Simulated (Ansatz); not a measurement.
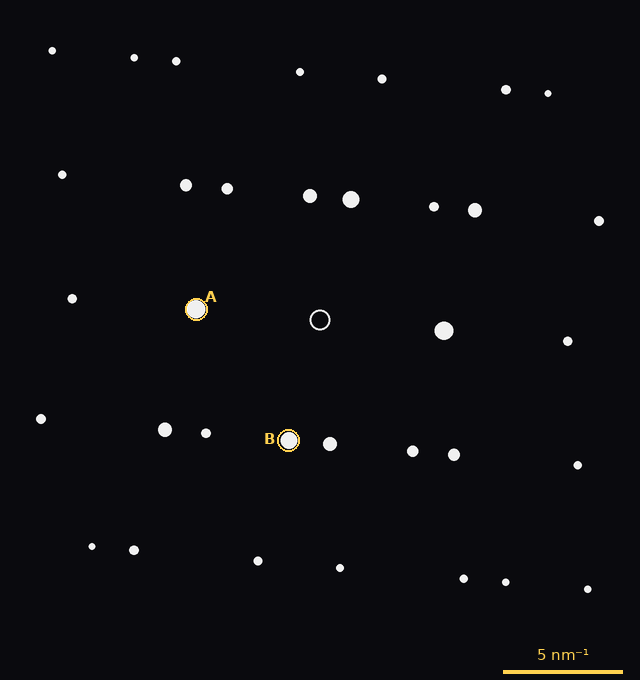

Simulated selected-area electron diffraction pattern (80 kV, kinematic approximation, thin crystal, B = 0.5 Å² for all atoms). Two individuals of a reflection twin are superposed (a geometric construction: whether this twin forms is not tested; the second individual is smaller and so fainter). Crystal: Co, space group P6_3/mmc (No. 194), a = 2.496 Å, c = 4.036 Å (hexagonal axes), zone axis [211]. Structure: the geometry relaxed at fixed volume with DFT PBE, spin-orbit coupling, plane waves, PAW in Ansatz 0.2.0.

In the first individual spot A is 0 -1 1 and spot B is 1 -1 -1.

Q: Find the twin plane.

A: (01-1). The spot positions of the combined pattern are mirror-symmetric about the row through 0 1 -1 (d = 1.905 Å), which both individuals share, while a single individual has only symmetry 2mm without that mirror line. Friedel's law adds a mirror line at right angles, along which no low-index reflection lies.

Q: Which other reflections coincide?

A: Within the frame only the reflections of the common row coincide.
